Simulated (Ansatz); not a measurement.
**CCSD/def2-TZVPPD run of SiHF (SMILES F[SiH])**

What is the electronic atomisation energy of SiHF at CCSD/def2-TZVPPD? 

The results are computed with Ansatz 0.2.0.

58 further runs of the same task are left out: 58 set aside as unsound or not needed.

### 1 Starting point

SiHF: 3 atoms, total charge 0, spin state singlet. SMILES: `F[SiH]`. The shape is that of a PBE0-D4/def2-TZVP optimisation.

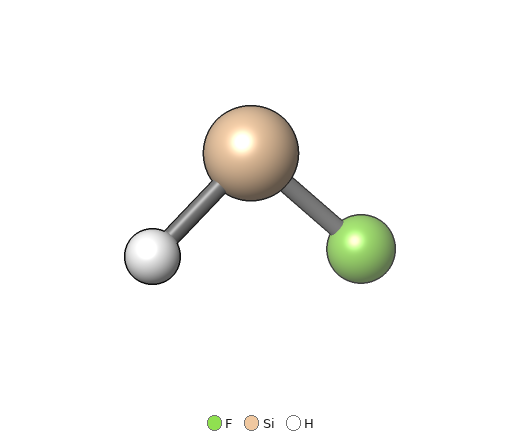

Viewed from a chosen angle; fluorine green, silicon light orange, hydrogen white.

### 2 The energy at CCSD/def2-TZVPPD

Contents of run.yaml:

```yaml
basis:
  gaussian:
    orbitals: def2-TZVPPD.json
crystal:
  periodic: [false, false, false]
  atoms:
    - symbol: F
      position_ang: [-1.090200, 0.024400, -0.602300]
    - symbol: Si
      position_ang: [0.186800, 0.629400, 0.173800]
    - symbol: H
      position_ang: [0.892400, -0.718600, 0.415300]
correlation:
  method: ccsd
  frozen_orbitals: {F: 1, H: 0, Si: 5}
scf:
  omitted_lower_state_checks: [cluster_reference, increment]
accuracy: high
```

The basis set def2-TZVPPD is read from a file made from the Basis Set Exchange's data (not shown).

The run is started by

```bash
$ ansatz run run.yaml --threads 1 --pin off --max-ram 3480MiB --events-out events.jsonl --progress --plain --runs-dir runs
```

Standard output:

```text
Warning: RAYON_NUM_THREADS=1 ignored (pool sized by the plan → 1); use --threads N
Functional definition: HF
  name "HF"
  exchange = exact_x
  correlation = 0
these checks for a lower state are left out or cut short: cluster_reference, increment
1560 factors; integrals over basis functions are off by at most 3.9e-9 eV
mean field evaluation 1: about -10584.1252 eV, gradient 2.7e1 eV
mean field evaluation 2: about -10584.1271 eV, gradient 2.7e1 eV
mean field evaluation 4: about -10585.4909 eV, gradient 1.7e0 eV
mean field evaluation 8: about -10585.5087 eV, gradient 9.8e-2 eV
mean field evaluation 16: about -10585.5088 eV, gradient 7.3e-9 eV
mean field -10585.50882206 eV, -389.0102740953 hartree, gradient 7.3e-9 eV, S^2 0.000000; 0 other end points of the search recorded, 0 dependent functions left out; unrestricted orbitals would lower it
6 core orbitals not correlated: weight in the atoms' cores, before any rotation towards them, 1.000 or more for the frozen orbitals, at most 0.000 for the correlated occupied ones
reference -10585.50882206 eV, -389.0102740953 hartree; 6, 6 occupied and 93, 93 virtual orbitals, 1560 factors
second order -9.66193947 eV of doubles, -0.00000000 eV of singles
cycle   1  -9.78551569 eV  change   -1.2e-1 eV  update   8.6e-2
cycle   2  -10.07044323 eV  change   -2.8e-1 eV  update   3.2e-2
cycle   3  -10.16544264 eV  change   -9.5e-2 eV  update   1.8e-2
cycle   4  -10.15250194 eV  change    1.3e-2 eV  update   4.5e-3
cycle   5  -10.15205600 eV  change    4.5e-4 eV  update   2.0e-3
cycle   6  -10.15342371 eV  change   -1.4e-3 eV  update   6.6e-4
cycle   7  -10.15309970 eV  change    3.2e-4 eV  update   2.7e-4
cycle   8  -10.15304296 eV  change    5.7e-5 eV  update   9.7e-5
cycle   9  -10.15310697 eV  change   -6.4e-5 eV  update   4.0e-5
cycle  10  -10.15311002 eV  change   -3.0e-6 eV  update   1.3e-5
cycle  11  -10.15310482 eV  change    5.2e-6 eV  update   5.2e-6
cycle  12  -10.15310948 eV  change   -4.7e-6 eV  update   2.0e-6
cycle  13  -10.15310846 eV  change    1.0e-6 eV  update   6.3e-7
cycle  14  -10.15310914 eV  change   -6.8e-7 eV  update   3.0e-7
cycle  15  -10.15310938 eV  change   -2.4e-7 eV  update   1.1e-7
cycle  16  -10.15310943 eV  change   -4.8e-8 eV  update   5.4e-8
cycle  17  -10.15310944 eV  change   -7.4e-9 eV  update   3.4e-8
cycle  18  -10.15310904 eV  change    4.0e-7 eV  update   1.4e-7
cycle  19  -10.15310892 eV  change    1.1e-7 eV  update   5.8e-8
cycle  20  -10.15310888 eV  change    3.9e-8 eV  update   2.6e-8
cycle  21  -10.15310887 eV  change    1.2e-8 eV  update   1.1e-8
cycle  22  -10.15310887 eV  change    2.8e-9 eV  update   4.6e-9
cycle  23  -10.15310887 eV  change  -1.1e-10 eV  update   1.6e-9
cycle  24  -10.15310887 eV  change  -3.0e-11 eV  update  5.6e-10
Total energy: -10595.66193093 eV, -389.3833939642 hartree
Checks for a lower state left out: cluster_reference, increment
```

Wall time 7.5 s (1 thread of Arm Neoverse V1, shared host); peak memory 0.59 GiB.

### 3 The F atom at the same level

Contents of molecule.yaml:

```yaml
crystal:
  periodic: [false, false, false]
  atoms:
    - {symbol: F, position_ang: [0.000000, 0.000000, 0.000000]}
basis:
  gaussian: {orbitals: def2-TZVPPD.json}
magnetization: {spin_polarized: true, initial_magnetization: 1}
correlation: {method: ccsd, frozen_orbitals: {F: 1}}
accuracy: high
scf: {omitted_lower_state_checks: [cluster_reference, increment]}
```

The basis set def2-TZVPPD is read from a file made from the Basis Set Exchange's data (not shown).

Run the same way, it converges to -99.62344 Eh (log not shown).

### 4 The H atom: the energy at UHF/def2-TZVPPD

Contents of in.yaml:

```yaml
crystal:
  periodic: [false, false, false]
  atoms:
    - {symbol: H, position_ang: [0.000000, 0.000000, 0.000000]}
basis:
  gaussian:
    orbitals: def2-TZVPPD.json
magnetization:
  spin_polarized: true
  initial_magnetization: 1
accuracy: high
hamiltonian:
  xc: hf
```

The basis set def2-TZVPPD is read from a file made from the Basis Set Exchange's data (not shown).

Run the same way, it converges to -0.49981 Eh (log not shown).

### 5 The Si atom

Contents of in.yaml:

```yaml
basis:
  gaussian:
    orbitals: def2-TZVPPD.json
crystal:
  periodic: [false, false, false]
  atoms:
    - {symbol: Si, position_ang: [0.000000, 0.000000, 0.000000]}
magnetization:
  spin_polarized: true
  initial_magnetization: 2
correlation:
  method: ccsd
  frozen_orbitals: {Si: 5}
accuracy: high
scf:
  omitted_lower_state_checks: [cluster_reference, increment]
```

The basis set def2-TZVPPD is read from a file made from the Basis Set Exchange's data (not shown).

Run the same way, it converges to -288.92550 Eh (log not shown).

### 6 What came out

At CCSD/def2-TZVPPD, 6 core orbitals frozen:

```
                                             quantity          value
                               molecule: total energy  -389.38339 Eh
molecule: correlation energy (6 core orbitals frozen)     -373.1 mEh
                              molecule: T1 diagnostic          0.015
                                 F atom: total energy   -99.62344 Eh
   F atom: correlation energy (1 core orbital frozen)     -211.3 mEh
            F atom: ⟨S²⟩ of the reference determinant          0.754
                                F atom: T1 diagnostic          0.008
                                 H atom: total energy    -0.49981 Eh
                                         H atom: ⟨S²⟩          0.750
                                Si atom: total energy  -288.92550 Eh
 Si atom: correlation energy (5 core orbitals frozen)      -74.6 mEh
           Si atom: ⟨S²⟩ of the reference determinant          2.016
                               Si atom: T1 diagnostic          0.012
                        electronic atomisation energy       9.106 eV
```

What this shows: Taking the molecule apart into free atoms costs 9.11 eV (879 kJ/mol), before zero-point energy and without spin-orbit coupling. The restricted solution (molecule) is unstable to spin breaking: an unrestricted one lies lower.
